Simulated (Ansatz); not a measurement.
## Electronic structure of SnGe15 in real space

Input

```
crystal:
  lattice:
    - [11.2614848356, 0.0, 0.0]
    - [0.0, 11.2614848356, 0.0]
    - [0.0, 0.0, 11.4155269249]
  atoms:
    - { symbol: Ge, position: [0.0, 0.0, 0.0] }
    - { symbol: Ge, position: [0.0, 0.0, 0.5] }
    - { symbol: Ge, position: [0.0, 0.5, 0.0] }
    - { symbol: Ge, position: [0.0, 0.5, 0.5] }
    - { symbol: Ge, position: [0.5, 0.0, 0.0] }
    - { symbol: Ge, position: [0.5, 0.0, 0.5] }
    - { symbol: Ge, position: [0.5, 0.5, 0.0] }
    - { symbol: Ge, position: [0.5, 0.5, 0.5] }
    - { symbol: Ge, position: [0.0, 0.25, 0.25] }
    - { symbol: Ge, position: [0.0, 0.25, 0.75] }
    - { symbol: Ge, position: [0.0, 0.75, 0.25] }
    - { symbol: Ge, position: [0.0, 0.75, 0.75] }
    - { symbol: Ge, position: [0.5, 0.25, 0.25] }
    - { symbol: Ge, position: [0.5, 0.25, 0.75] }
    - { symbol: Ge, position: [0.5, 0.75, 0.25] }
    - { symbol: Ge, position: [0.5, 0.75, 0.75] }
    - { symbol: Ge, position: [0.25, 0.0, 0.25] }
    - { symbol: Ge, position: [0.25, 0.0, 0.75] }
    - { symbol: Ge, position: [0.25, 0.5, 0.25] }
    - { symbol: Ge, position: [0.25, 0.5, 0.75] }
    - { symbol: Sn, position: [0.75, 0.0, 0.25] }
    - { symbol: Ge, position: [0.75, 0.0, 0.75] }
    - { symbol: Ge, position: [0.75, 0.5, 0.25] }
    - { symbol: Ge, position: [0.75, 0.5, 0.75] }
    - { symbol: Ge, position: [0.25, 0.25, 0.0] }
    - { symbol: Ge, position: [0.25, 0.25, 0.5] }
    - { symbol: Ge, position: [0.25, 0.75, 0.0] }
    - { symbol: Ge, position: [0.25, 0.75, 0.5] }
    - { symbol: Ge, position: [0.75, 0.25, 0.0] }
    - { symbol: Ge, position: [0.75, 0.25, 0.5] }
    - { symbol: Ge, position: [0.75, 0.75, 0.0] }
    - { symbol: Sn, position: [0.75, 0.75, 0.5] }
    - { symbol: Ge, position: [0.125, 0.125, 0.125] }
    - { symbol: Ge, position: [0.125, 0.125, 0.625] }
    - { symbol: Ge, position: [0.125, 0.625, 0.125] }
    - { symbol: Sn, position: [0.125, 0.625, 0.625] }
    - { symbol: Ge, position: [0.625, 0.125, 0.125] }
    - { symbol: Ge, position: [0.625, 0.125, 0.625] }
    - { symbol: Ge, position: [0.625, 0.625, 0.125] }
    - { symbol: Ge, position: [0.625, 0.625, 0.625] }
    - { symbol: Ge, position: [0.125, 0.375, 0.375] }
    - { symbol: Ge, position: [0.125, 0.375, 0.875] }
    - { symbol: Ge, position: [0.125, 0.875, 0.375] }
    - { symbol: Ge, position: [0.125, 0.875, 0.875] }
    - { symbol: Ge, position: [0.625, 0.375, 0.375] }
    - { symbol: Ge, position: [0.625, 0.375, 0.875] }
    - { symbol: Ge, position: [0.625, 0.875, 0.375] }
    - { symbol: Ge, position: [0.625, 0.875, 0.875] }
    - { symbol: Ge, position: [0.375, 0.125, 0.375] }
    - { symbol: Ge, position: [0.375, 0.125, 0.875] }
    - { symbol: Ge, position: [0.375, 0.625, 0.375] }
    - { symbol: Ge, position: [0.375, 0.625, 0.875] }
    - { symbol: Ge, position: [0.875, 0.125, 0.375] }
    - { symbol: Sn, position: [0.875, 0.125, 0.875] }
    - { symbol: Ge, position: [0.875, 0.625, 0.375] }
    - { symbol: Ge, position: [0.875, 0.625, 0.875] }
    - { symbol: Ge, position: [0.375, 0.375, 0.125] }
    - { symbol: Ge, position: [0.375, 0.375, 0.625] }
    - { symbol: Ge, position: [0.375, 0.875, 0.125] }
    - { symbol: Ge, position: [0.375, 0.875, 0.625] }
    - { symbol: Ge, position: [0.875, 0.375, 0.125] }
    - { symbol: Ge, position: [0.875, 0.375, 0.625] }
    - { symbol: Ge, position: [0.875, 0.875, 0.125] }
    - { symbol: Ge, position: [0.875, 0.875, 0.625] }
scf:
  occupations: { method: gaussian, width: 0.05 }
output:
  forces: true
  stress: true
  eigenvalues: true
  write_density: true
  write_potential: true
  elf: true
  volumetric_format: npy
hamiltonian:
  xc: lda
kpoints:
  mp_grid: { grid: [4, 4, 4] }
relax:
  f_tol: 0.003
  cell: { stress_tol: 0.02, fix: [a, b, angles] }
```

Command:

```sh
ansatz run input.yaml --threads 16 --pin off --max-ram 24576MiB --backend cpu --events-out ev --progress --plain --runs-dir out
```

Below, planes, directions and counts refer to the conventional cell (a = 11.26 Å, b = 11.26 Å, c = 11.43 Å, α = 90.00°, β = 90.00°, γ = 90.00°).

The fields are those of the run's last geometry, not of the input's.

Space group P1.

Method: DFT LDA, scalar-relativistic, plane waves, PAW (Ansatz 0.2.0).

In a PAW calculation such maps are meaningful between the atoms, not at the nuclei.

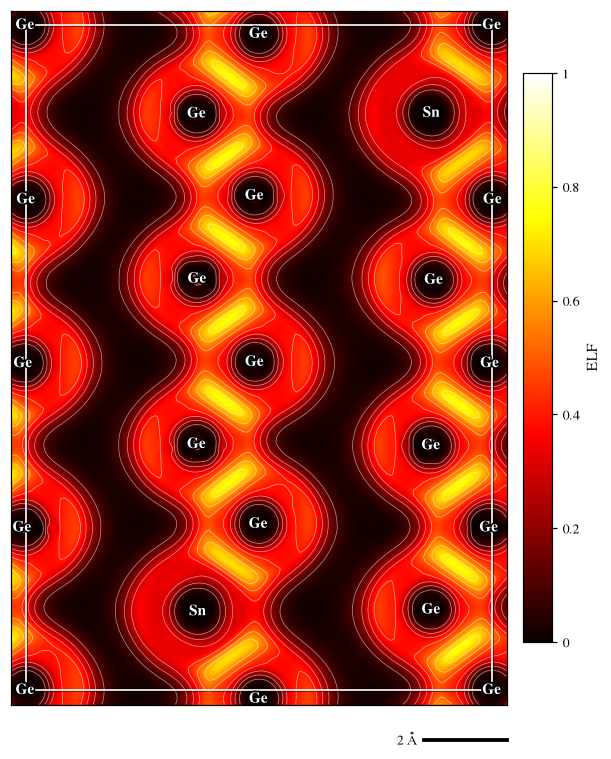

Figure 1. ELF on the (101) plane of the conventional cell.

What do the fields say about this system?

The plane passes through Ge and Sn nuclei.
Ge–Ge (2.43 Å): the ELF peaks at about 0.75 between the atoms: a covalent bond.
Sn–Ge (2.56 Å): the ELF peaks at about 0.70 between the atoms.

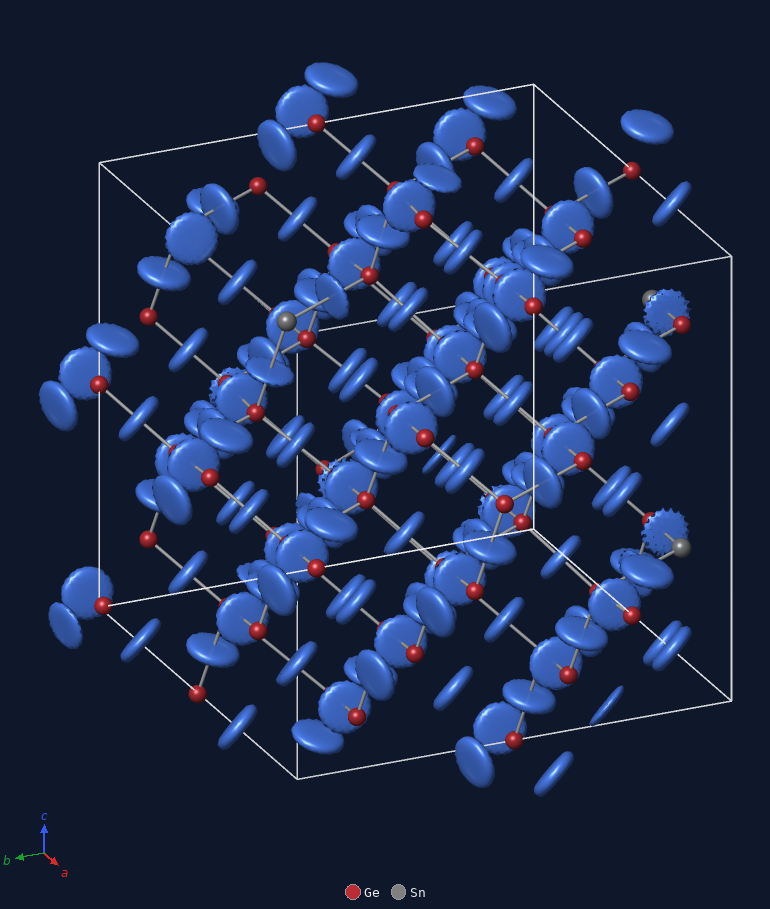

Figure 2. Isosurface of the electron localisation function at 0.65 (blue), seen at an oblique angle. Core shells and regions of very low density are left out. Sticks mark near contacts.

What do the ELF domains correspond to?

At this value the surface marks out 112 regions between bonded Ge–Ge atoms (shared pairs) and 16 regions between bonded Ge–Sn atoms (shared pairs), counted in one cell of 64 atoms. Regions shared between cells count once.


Ge–Ge (2.41 Å): the ELF peaks at about 0.75 between the atoms.
